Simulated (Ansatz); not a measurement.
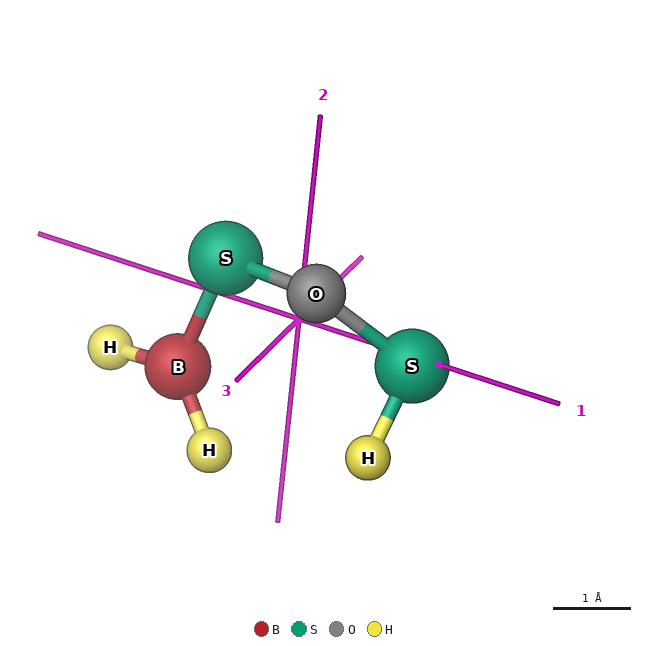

The three principal axes of inertia are drawn and numbered. Depth is shown by fading: the farther an atom, the more it takes the colour of the background. Computed geometry: PBE0-D4/def2-TZVP optimisation. No frequency run is at hand to confirm it as a minimum. Masses are those of the most abundant isotopes; constants are for the rigid equilibrium geometry.

**Which line is the a axis (least moment of inertia), which b and which c?**

a is line 1, b is line 2, c is line 3; the moments are 45.5, 174, 210 u Å².

**Classify the rotor and give the rotational constants (cm⁻¹).**

An asymmetric top (C1): A = 0.371, B = 0.0968, C = 0.0805 cm⁻¹. Ray's parameter κ is −0.89, close to the prolate limit.
